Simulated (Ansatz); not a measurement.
Take C in the diamond structure (space group Fd-3m, No. 227; a = 3.560 Å) as the base. Axes: x, y, z lie along the cube axes.

Modification: uniaxial strain ε_zz = +3.00 %, all other strain components held at zero; the atoms relax in the strained cell.

Computed with r2SCAN (Ansatz, an electronic-structure program; PAW; 500 eV plane waves; no SOC).

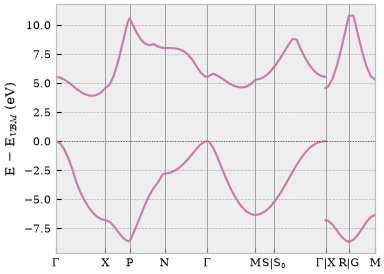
Highest valence and lowest conduction band along the path of the changed cell's own zone

**Question.** From the figure, how large is the changed gap, and is it direct?

**Answer.** About 3.9 eV, indirect, Γ → Γ–X (75 % along).

No phonon test of stability was made. Labels are those of the standard path for the cell's own space group.
